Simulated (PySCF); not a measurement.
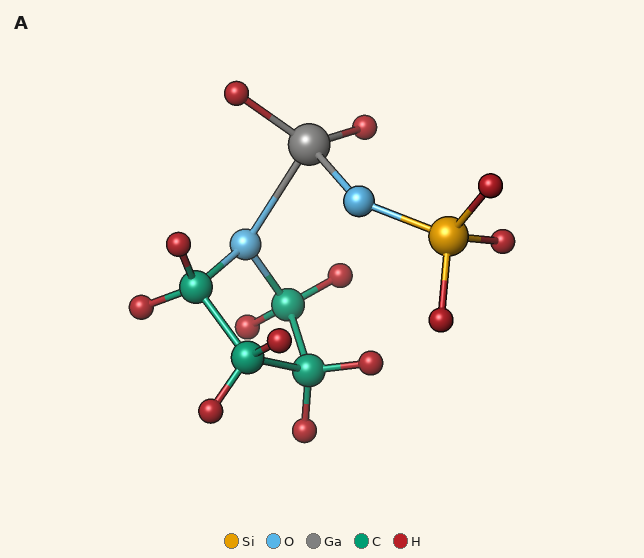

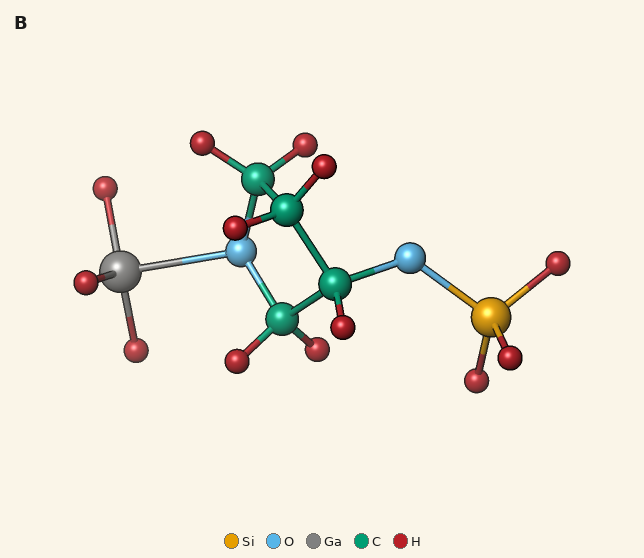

2 stationary structures of one formula. Geometries: PBE0-D3(BJ)/def2-SVP. Electronic energies: PBE0-D3(BJ)/def2-SVP (PySCF 2.14.0), without zero-point energy. No frequency run is at hand to confirm each as a minimum. Each is one conformer, not always the lowest.

> How are they related?

They are constitutional isomers of C4H13GaO2Si: A `[SiH3][O][GaH2-][O+]1CCCC1`, B `[SiH3]O[C@H]1CC[O+]([GaH3-])C1`.

> Which is lowest in energy, and by how much?

A is lowest; B lies 37.2 kcal/mol above it.
